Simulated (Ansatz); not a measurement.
BFH₆Si₂ (SMILES FB([SiH3])[SiH3])

Input

```
crystal:
  periodic: [false, false, false]
  atoms:
    - { symbol: F, position_ang: [-1.0207, -1.3517, -1.452] }
    - { symbol: B, position_ang: [-0.384, -0.4656, -0.5169] }
    - { symbol: Si, position_ang: [-0.0422, 1.3907, -0.9674] }
    - { symbol: Si, position_ang: [0.2507, -1.1673, 1.194] }
    - { symbol: H, position_ang: [-0.5242, 1.6817, -2.3147] }
    - { symbol: H, position_ang: [-0.6633, 2.2778, 0.0315] }
    - { symbol: H, position_ang: [1.4699, 1.6169, -0.9178] }
    - { symbol: H, position_ang: [1.72015, -1.05235, 1.20391] }
    - { symbol: H, position_ang: [-0.09242, -2.66622, 1.24947] }
    - { symbol: H, position_ang: [-0.30596, -0.50365, 2.29502] }
basis:
  gaussian: { orbitals: def2-SVP }
hamiltonian:
  xc: b3lyp
  dispersion: d4
relax:
  f_tol: 0.015
  max_steps: 40
output:
  orbitals: {}
```

Command:

```sh
ansatz run input.yaml --threads 2 --pin off --max-ram 3072MiB --backend cpu --events-out ev --progress --plain --runs-dir out
```

The fields are those of the relaxed geometry.

Level of theory: RKS B3LYP-D4/def2-SVP (Ansatz 0.2.0).

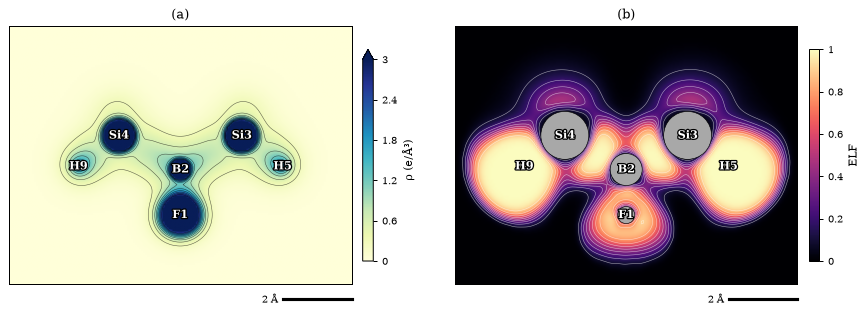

Figure 1. (a) total electron density; (b) electron localisation function on the plane of atoms Si3, B2 and Si4. Grey discs cover the atomic cores in the ELF map.

### What does the map show?

The plane passes through F, B, Si and H nuclei. B–F (1.33 Å): ρ at the midpoint is about 2.1 e/Å³; the ELF peaks at about 0.85 between the atoms; a polar covalent bond. Si–B (2.05 Å): ρ at the midpoint is about 0.79 e/Å³; the ELF peaks at about 1 between the atoms: localised, covalent bonding. Si–H (1.49 Å): ρ is about 0.75 e/Å³ halfway; the ELF climbs to about 1 towards the hydrogen, as it does in any bond to H. The ELF also peaks beside F1, away from the bonds: lone-pair regions.

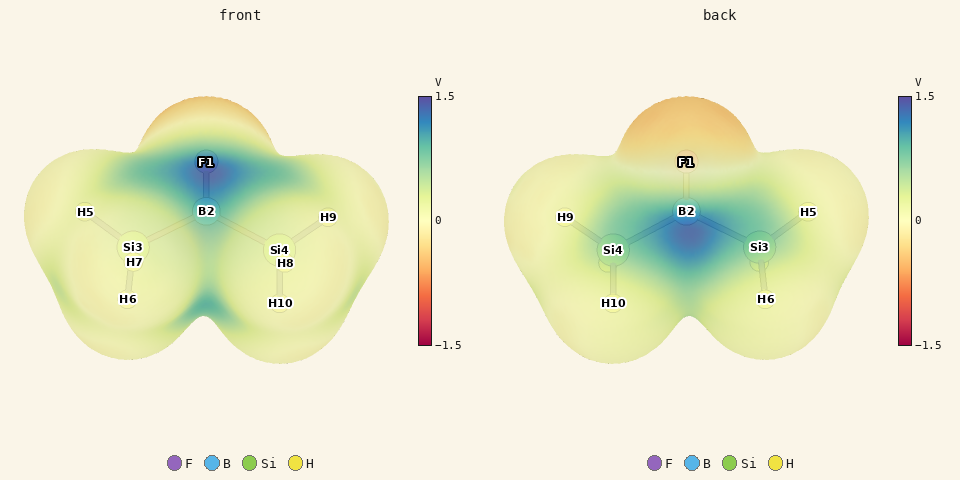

Figure 2. The electrostatic potential painted on the density surface at 0.001 e/bohr³, seen from the front and from behind; red is negative and blue positive.

### Describe the electrostatic potential map.

The most negative region (about −0.4 V) lies over F1, the most positive (about +1.3 V) over B2.

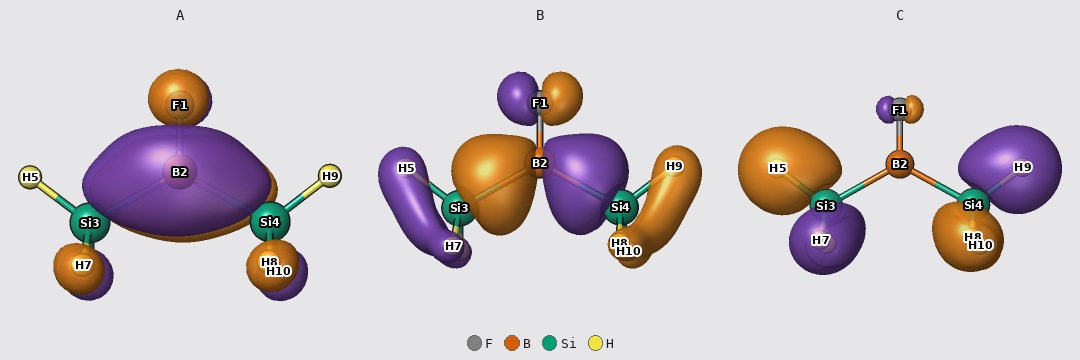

Figure 3. Three frontier orbitals at ±0.1 Å⁻³ᐟ² (orange and purple are the two phases), in no order.

### Order the three orbitals by energy and name them.

C is the HOMO−1 (−9.48 eV). By Hirshfeld shares it lies mainly on Si4 (about 20 %), Si3 (about 20 %), H5 (about 15 %) and H9 (about 15 %). B is the HOMO (−7.29 eV). It lies mainly on B2 (about 30 %), Si3 (about 25 %), Si4 (about 25 %) and F1 (about 10 %). A is the LUMO (−2.26 eV). By Hirshfeld shares it lies mainly on B2 (about 50 %) and F1 (about 10 %).

### What is the HOMO–LUMO gap?

5.03 eV between the orbital energies.

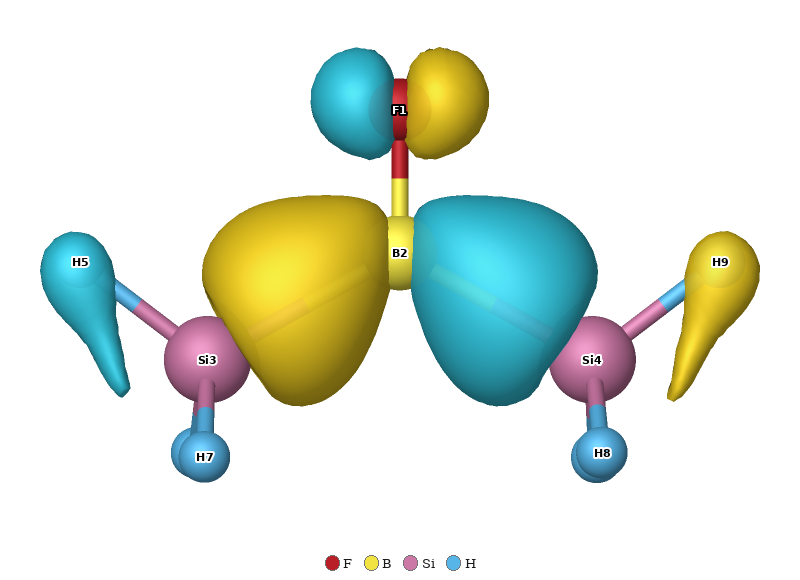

Figure 4. One frontier orbital at ±0.15 Å⁻³ᐟ² (yellow and cyan are the two phases), seen across its widest extent.

### Which orbital is it: HOMO or LUMO?

The HOMO, at −7.29 eV. By Hirshfeld shares it lies mainly on B2 (about 30 %), Si3 (about 25 %), Si4 (about 25 %) and F1 (about 10 %).
